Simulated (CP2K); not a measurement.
**PM3 run of C3H5FS (SMILES CS/C=C/F)**

Aim: the energy difference between two shapes of C3H5FS at PM3, from 2 runs. 

The calculation is run with CP2K 2026.2.

1 further run of the same task is left out (set aside as unsound or not needed).

## (1) Starting point

The species is C3H5FS (10 atoms), meant as a singlet with charge 0. SMILES: `CS/C=C/F`. Geometry: relaxed at GFN2-xTB. This is one conformer, not always the lowest.

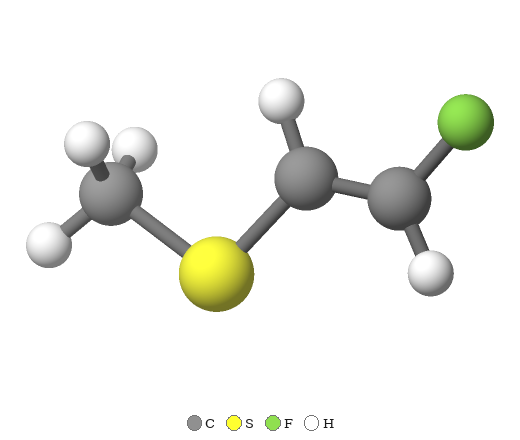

Viewed from a chosen angle; carbon grey, sulfur yellow, fluorine green, hydrogen white.

## (2) Energy and forces at PM3

The input, molecule.xyz:

```xyz
10

C     -1.396410    -1.292750     0.101460
S      0.320290    -1.063290    -0.456060
C      0.538850     0.611530    -0.002060
C      1.667070     1.271980    -0.208030
F      1.785000     2.562060     0.158960
H     -1.453830    -1.138280     1.174570
H     -1.667080    -2.315510    -0.140340
H     -2.045910    -0.602450    -0.428010
H     -0.310820     1.085460     0.461790
H      2.562840     0.881260    -0.662260
```

The input, cp2k_ase.py:

```python
import numpy as np
from ase.io import read
from ase.calculators.cp2k import CP2K

atoms = read("molecule.xyz")
atoms.set_cell([20.6, 20.9, 17.8])
atoms.center()
cp2k_input = """
&FORCE_EVAL
  METHOD QS
  &DFT
    ! Quickstep
    &QS
      METHOD PM3
      EPS_DEFAULT 1.0E-10
      &SE
        &COULOMB
          CUTOFF [angstrom] 50
          RC_RANGE [angstrom] 0
        &END COULOMB
        &EXCHANGE
          CUTOFF [angstrom] 50
          RC_RANGE [angstrom] 0
        &END EXCHANGE
      &END SE
    &END QS
    ! isolated system
    &POISSON
      PERIODIC NONE
      POISSON_SOLVER ANALYTIC
    &END POISSON
    &SCF
      SCF_GUESS ATOMIC
      EPS_SCF 1.0E-06
      MAX_SCF 80
      &DIAGONALIZATION
        ALGORITHM STANDARD
      &END DIAGONALIZATION
      &MIXING
        METHOD DIRECT_P_MIXING
        ALPHA 0.4
      &END MIXING
    &END SCF
    ! extra output
    &PRINT
      &MOMENTS
        PERIODIC F
        REFERENCE COM
        MAX_MOMENT 1
      &END MOMENTS
      &MO ON
        ENERGIES T
        OCCUPATION_NUMBERS T
        NDIGITS 6
        &EACH
          QS_SCF 0
        &END EACH
        ADD_LAST NUMERIC
      &END MO
      &HIRSHFELD OFF
      &END HIRSHFELD
    &END PRINT
  &END DFT
  &SUBSYS
  &END SUBSYS
&END FORCE_EVAL
"""
cp2k = CP2K(command="cp2k.psmp -s", label="qs", inp=cp2k_input, basis_set=None, basis_set_file=None, potential_file=None, pseudo_potential=None, xc=None, cutoff=None, max_scf=None, charge=None, uks=False,
            force_eval_method=None, print_level="LOW", poisson_solver=None, stress_tensor=False)
atoms.calc = cp2k
print("E / eV:", round(atoms.get_potential_energy(), 6))
forces = atoms.get_forces()
print(np.array2string(forces, precision=5, suppress_small=True))
print("largest force / (eV/A): %.4f" % np.linalg.norm(forces, axis=1).max())
```

Started as:

```sh
$ OMP_NUM_THREADS=1 python cp2k_ase.py
```

Log:

```text
E / eV: -1058.550559
[[ 0.85102  0.07849 -0.28514]
 [-0.00605  0.09262  0.03219]
 [-0.60812 -1.11799 -0.13612]
 [ 0.61693  1.28018  0.18296]
 [ 0.07008 -0.42487 -0.16067]
 [-0.30745  0.02151  0.26759]
 [-0.21269 -0.29527 -0.02007]
 [-0.39731  0.09906  0.03165]
 [-0.49192  0.40359  0.31121]
 [ 0.48551 -0.1373  -0.22359]]
largest force / (eV/A): 1.4328
```

qs.out, cut to the lines that bear on the results:

```text
CP2K| version string:                                       CP2K version 2026.2
[...]
 GLOBAL| Method name                                                        CP2K
[...]
 GLOBAL| Run type                                                   ENERGY_FORCE
[...]
 *** WARNING in qs_kind_types.F:2264 :: Information provided in the input ***
 *** file regarding BASIS for KIND <C> will be ignored!                   ***
 *** WARNING in qs_kind_types.F:2264 :: Information provided in the input ***
 *** file regarding BASIS for KIND <S> will be ignored!                   ***
 *** WARNING in qs_kind_types.F:2264 :: Information provided in the input ***
 *** file regarding BASIS for KIND <F> will be ignored!                   ***
 *** WARNING in qs_kind_types.F:2264 :: Information provided in the input ***
 *** file regarding BASIS for KIND <H> will be ignored!                   ***
[...]
  *** SCF run converged in    16 steps ***
[...]
 SE_DIPOLE| Moment [Debye]          1.58587467       0.67685551      -0.36605952
 SE_DIPOLE| Derivative [a.u.]       0.00000000       0.00000000       0.00000000
 ENERGY| Total FORCE_EVAL ( QS ) energy [hartree]            -38.901018949157056
[...]
```

It took 0.68 s on 1 thread of Arm Neoverse V2, shared host.

## (3) The distorted shape at the same level

The input, molecule.xyz:

```xyz
10

C     -1.401224    -1.318973     0.123379
S      0.304148    -1.146424    -0.414533
C      0.537867     0.621931     0.057373
C      1.604419     1.250311    -0.264282
F      1.793781     2.629915     0.154759
H     -1.408103    -1.054688     1.228651
H     -1.571129    -2.367119    -0.123569
H     -2.028570    -0.699471    -0.410057
H     -0.374407     0.997046     0.513940
H      2.508531     0.972714    -0.649799
```

The input, calc.py:

```python
import numpy as np
from ase.io import read
from ase.calculators.cp2k import CP2K

atoms = read("molecule.xyz")
atoms.set_cell([20.5, 21.0, 17.9])
atoms.center()
cp2k_input = """
&FORCE_EVAL
    METHOD QS
    &DFT
        &QS
            METHOD PM3
            EPS_DEFAULT 1.0E-10
            &SE
                &COULOMB
                    CUTOFF [angstrom] 50
                    RC_RANGE [angstrom] 0
                &END COULOMB
                &EXCHANGE
                    CUTOFF [angstrom] 50
                    RC_RANGE [angstrom] 0
                &END EXCHANGE
            &END SE
        &END QS
        ! cluster boundary conditions
        &POISSON
            PERIODIC NONE
            POISSON_SOLVER ANALYTIC
        &END POISSON
        ! SCF settings
        &SCF
            SCF_GUESS ATOMIC
            EPS_SCF 1.0E-06
            MAX_SCF 80
            &DIAGONALIZATION
                ALGORITHM STANDARD
            &END DIAGONALIZATION
            &MIXING
                METHOD DIRECT_P_MIXING
                ALPHA 0.4
            &END MIXING
        &END SCF
        &PRINT
            &MOMENTS
                PERIODIC F
                REFERENCE COM
                MAX_MOMENT 1
            &END MOMENTS
            &MO ON
                ENERGIES T
                OCCUPATION_NUMBERS T
                NDIGITS 6
                &EACH
                    QS_SCF 0
                &END EACH
                ADD_LAST NUMERIC
            &END MO
            &HIRSHFELD OFF
            &END HIRSHFELD
        &END PRINT
    &END DFT
    ! structure
    &SUBSYS
    &END SUBSYS
&END FORCE_EVAL
"""
calculator = CP2K(command="cp2k.psmp -s", label="molecule", inp=cp2k_input, basis_set=None, basis_set_file=None, potential_file=None, pseudo_potential=None, xc=None, cutoff=None, max_scf=None, charge=None, uks=False,
            force_eval_method=None, print_level="LOW", poisson_solver=None, stress_tensor=False)
atoms.calc = calculator
e = atoms.get_potential_energy()
f = atoms.get_forces()
print(f"energy = {e:.6f} eV")
print("forces (eV/angstrom):")
for s, v in zip(atoms.get_chemical_symbols(), f):
    print(f"{s:2s} {v[0]:10.5f} {v[1]:10.5f} {v[2]:10.5f}")
```

Started as:

```sh
$ OMP_NUM_THREADS=1 python calc.py
```

Log:

```text
energy = -1057.667468 eV
forces (eV/angstrom):
C     2.19048   -0.96915    1.97545
S     0.80703    1.71026    0.20507
C    -3.55304   -3.95251   -0.26185
C     2.15805    7.57252    2.29142
F    -0.89824   -4.42242   -1.47575
H    -0.58353   -0.63760   -1.10505
H    -0.59708   -0.23036    0.43314
H    -1.75297    1.36018   -1.05880
H     0.06585    0.57289    0.33376
H     2.16344   -1.00381   -1.33740
```

molecule.out, cut to the lines that bear on the results:

```text
CP2K| version string:                                       CP2K version 2026.2
[...]
 GLOBAL| Method name                                                        CP2K
[...]
 GLOBAL| Run type                                                   ENERGY_FORCE
[...]
 *** WARNING in qs_kind_types.F:2264 :: Information provided in the input ***
 *** file regarding BASIS for KIND <C> will be ignored!                   ***
 *** WARNING in qs_kind_types.F:2264 :: Information provided in the input ***
 *** file regarding BASIS for KIND <S> will be ignored!                   ***
 *** WARNING in qs_kind_types.F:2264 :: Information provided in the input ***
 *** file regarding BASIS for KIND <F> will be ignored!                   ***
 *** WARNING in qs_kind_types.F:2264 :: Information provided in the input ***
 *** file regarding BASIS for KIND <H> will be ignored!                   ***
[...]
  *** SCF run converged in    16 steps ***
[...]
 SE_DIPOLE| Moment [Debye]          1.80537042       0.92980061      -0.32610358
 SE_DIPOLE| Derivative [a.u.]       0.00000000       0.00000000       0.00000000
 ENERGY| Total FORCE_EVAL ( QS ) energy [hartree]            -38.868565947283578
[...]
```

Run time: 0.7 s. Hardware: 1 thread of Arm Neoverse V2, shared host.

## (4) Outcome

Level: PM3.

```
                              quantity           value
             first shape: total energy    -38.90102 Eh
            first shape: dipole moment          1.76 D
              first shape: HOMO energy        -8.88 eV
        first shape: heat of formation  -29.9 kcal/mol
         distorted shape: total energy    -38.86857 Eh
        distorted shape: dipole moment          2.06 D
          distorted shape: HOMO energy        -9.18 eV
    distorted shape: heat of formation   -9.5 kcal/mol
energy change with the atoms displaced        0.883 eV
```

What this shows: With the atoms displaced the energy rises by 0.88 eV (85.2 kJ/mol). The first shape isn't relaxed at this level, so the change isn't measured from a minimum.
